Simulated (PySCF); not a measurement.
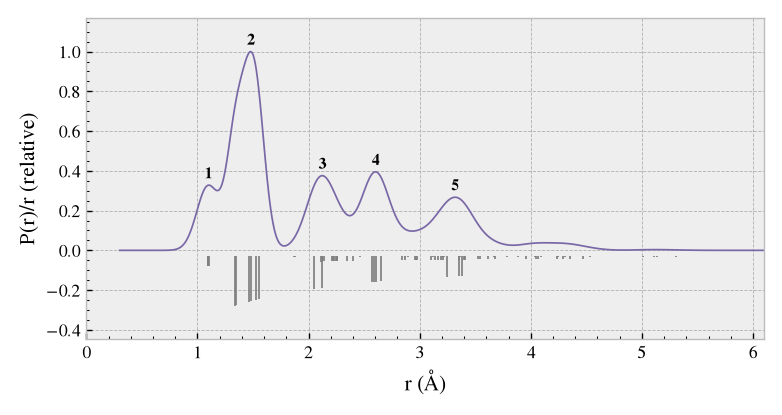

Simulated gas electron diffraction: radial distribution curve of C6H7 (spin multiplicity 2). Each pair of atoms contributes with weight ZᵢZⱼ/r (bars below the curve); damping constant 0.002 Å²; vibrational amplitudes assumed, not computed: 0.05 Å for bonds, 0.078 Å for bonds to H, 0.06 + 0.015 r up to 0.15 Å for other pairs. The geometry is the end point of an optimisation (PBE0-D3(BJ)/def2-SVP geometry optimisation, gas phase in PySCF 2.14.0, density-fitted response routines); it may be a saddle point or a higher isomer. SMILES: [CH2][C@@H]1C=CC1=C.

> Which pairs of atoms lie under the numbered peaks? Mark bonded pairs by – and others by ···.

Peak 1, 1.10 Å: C–H 1.09–1.10 Å (×7)
Peak 2, 1.48 Å: C–C 1.33–1.56 Å (×6), not resolved
Peak 3, 2.12 Å: C···C 2.05–2.12 Å (×2), C···H 2.11–2.35 Å (×10), not resolved
Peak 4, 2.60 Å: C···H 2.40–2.87 Å (×3), C···C 2.57–2.65 Å (×4), not resolved
Peak 5, 3.32 Å: C···H 3.10–3.62 Å (×11), C···C 3.25–3.38 Å (×3), not resolved; in its flanks C···H 2.96–3.68 Å
